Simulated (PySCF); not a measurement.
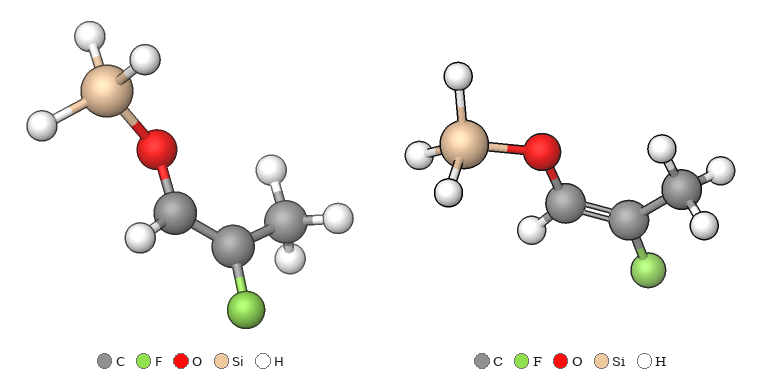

Both panels show the same species.

The geometry was computed by an optimisation with PBE0-D3(BJ)/def2-SVP. No frequency run is at hand to confirm it as a minimum.

Description:

It has 13 atoms: 3 carbon, 7 hydrogen, 1 fluorine, 1 oxygen and 1 silicon (C₃H₇FOSi). SMILES: `C/C(F)=C\O[SiH3]`. It has no ring. Among its groups: alkene, C–F bond, Si–H bond, Si–O bond. This geometry has C1 symmetry. Coordination: 1 C tetrahedral; 2 C trigonal planar; 1 O bent; 1 Si tetrahedral.

More results for the same structure follow; atom numbers are the same in all pictures, views and colours differ.

### Shape

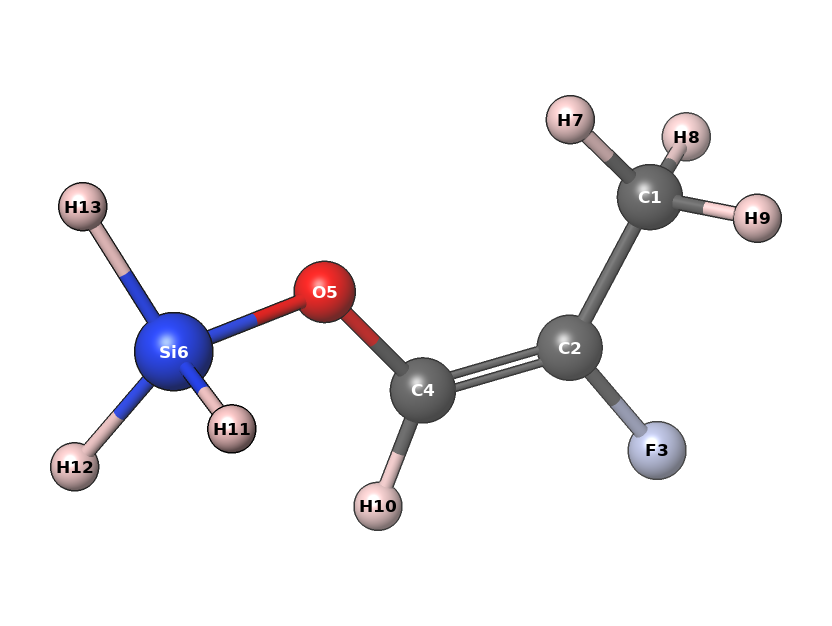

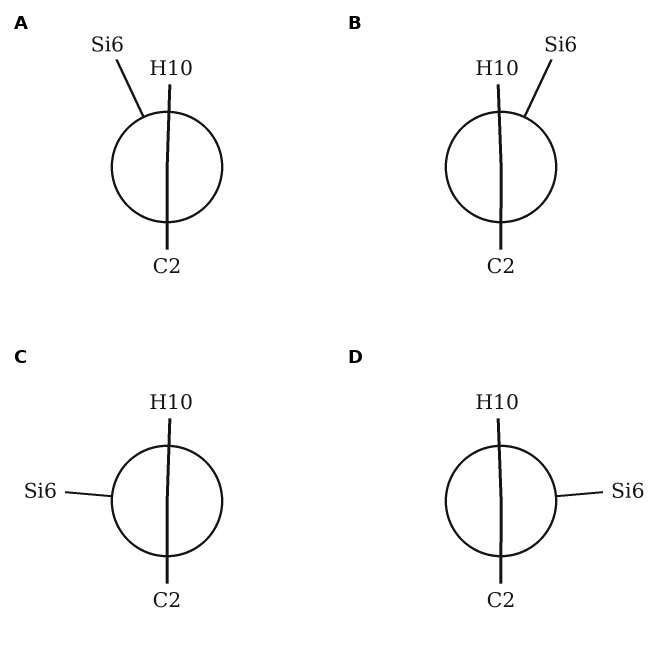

Distant atoms are faded towards the background colour. Bonds that would overlap in a projection are set slightly apart. No frequency run is at hand to confirm it as a minimum.

Which Newman projection shows the view along C4–O5, with C4 in front?

B. The torsion angle C2–C4–O5–Si6 is −155°, antiperiplanar (anti).

### Levels of theory compared

No frequency run is at hand to confirm it as a minimum. Program: PySCF 2.14.0.

Tabulate HOMO–LUMO gap (eV) at these levels: B3LYP/pcSseg-1; B97-D/pcSseg-1; BLYP/pcSseg-1; BP86/pcSseg-1; KT2/pcSseg-1; KT3/pcSseg-1; LDA/pcSseg-1; OPBE/pcSseg-1; PBE/pcSseg-1.

```csv
level,HOMO–LUMO gap (eV)
B3LYP/pcSseg-1,6.16
B97-D/pcSseg-1,4.63
BLYP/pcSseg-1,4.47
BP86/pcSseg-1,4.52
KT2/pcSseg-1,4.33
KT3/pcSseg-1,4.48
LDA/pcSseg-1,4.33
OPBE/pcSseg-1,4.60
PBE/pcSseg-1,4.44
```

### Dipole moment

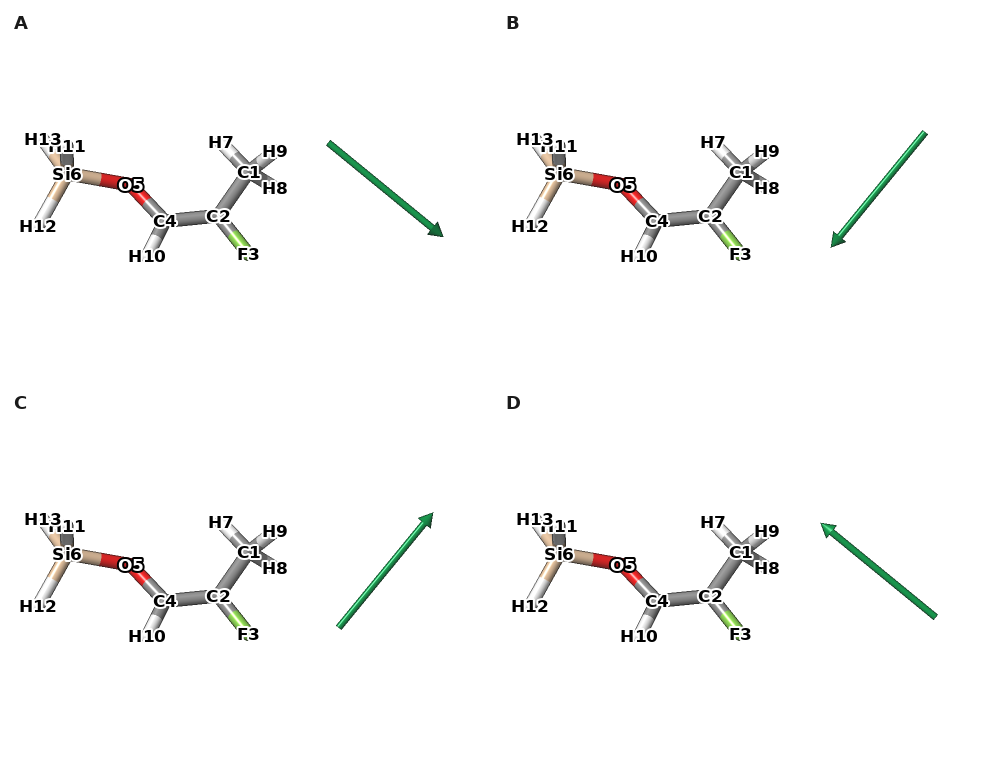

The same molecule four times, each with an arrow. No frequency run is at hand to confirm it as a minimum. Method: BLYP/pcSseg-1, gas phase (PySCF 2.14.0).

Which arrow points along the dipole moment, from the negative to the positive end?

D. The dipole moment is 1.34 D; it points from the side of F3 to the side of H13 (the outermost atoms at the two ends).

### NMR shielding

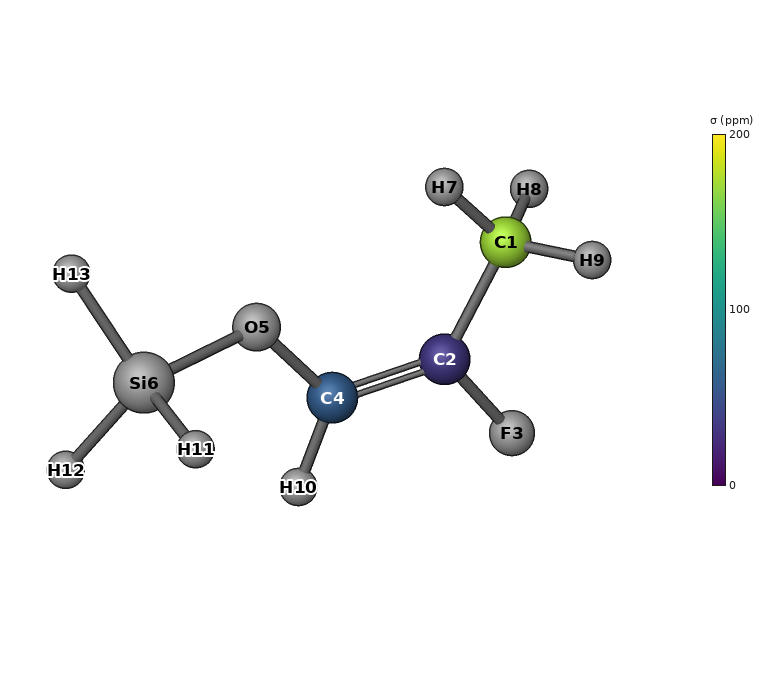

Atoms are coloured by their isotropic NMR shieldings (C only, the others grey). No frequency run is at hand to confirm it as a minimum. Properties computed with GIAO OPBE/pcSseg-1 NMR shielding, non-relativistic, gas phase (PySCF 2.14.0).

Give the isotropic NMR shieldings of the C atoms atom by atom.

| atom | σ (ppm) |
| --- | --- |
| C1 | 171.4 |
| C2 | 34.2 |
| C4 | 58.7 |
